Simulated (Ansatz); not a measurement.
BN (zinc blende)

```xyz
4
Lattice="0.0000 3.6247 3.6247 1.8124 1.8124 3.6247 1.8124 1.8124 0.0000" Properties=species:S:1:pos:R:3 pbc="T T T"
N      2.7185     6.3433     6.3433
N      2.7185     4.5309     4.5309
B      0.0000     0.0000     0.0000
B      1.8124     3.6247     5.4371
```

The atoms are displaced by Q × the pattern below (from a DFPT mode at X = (0.5, 0.5, 0.0), largest move 1; Q in Å), at fixed cell. It is one choice among 2 degenerate patterns. (q is in reciprocal vectors of the primitive cell; the cell shown is doubled to hold the pattern.)

| atom | x | y | z |
|---|---|---|---|
| N1 | 0.000 | -0.889 | 0.000 |
| N2 | 0.000 | 0.889 | 0.000 |
| B3 | -1.000 | 0.000 | 0.000 |
| B4 | 1.000 | 0.000 | 0.000 |

The numbers are results of PBE (plane waves to 420 eV, PAW, scalar-relativistic; Ansatz, a quantum-chemistry and plane-wave program), not measurements. k mesh 16×16×16 (Γ-centred), Fermi-Dirac smearing 0.05 eV. Energies are smeared free energies. Compression counts positive. BN was relaxed with its symmetry unable to fall. The zero of ΔE is the undisplaced structure.

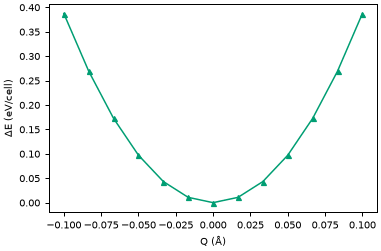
Figure: ΔE (eV/cell) against Q (Å); computed points joined by lines.

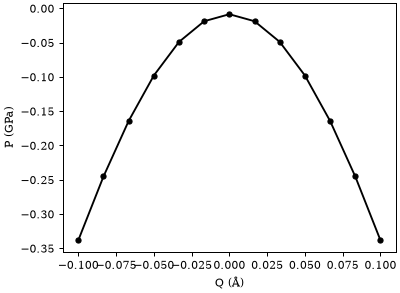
Fig. 1. P (GPa) against Q (Å); one marker a computed point.

The energy at Q = 0.100 Å is 387 meV/cell. Symmetry of the curve: even: the same for both signs. Shape of the curve: a single well with its minimum at or next to zero displacement. Harmonic wavenumber from the curvature (finite differences): 695 cm⁻¹. Wavenumber by perturbation theory (DFPT, on another k mesh): 695 cm⁻¹.

E″ = 77.76 eV/Å², M = Σ mᵢ|uᵢ|² = 43.8 u, ν̃ = 521.5·√(|E″|/M).

(A displaced cell: forces are minus the slopes of the energy, force constants its curvatures, and phonons follow from these.)
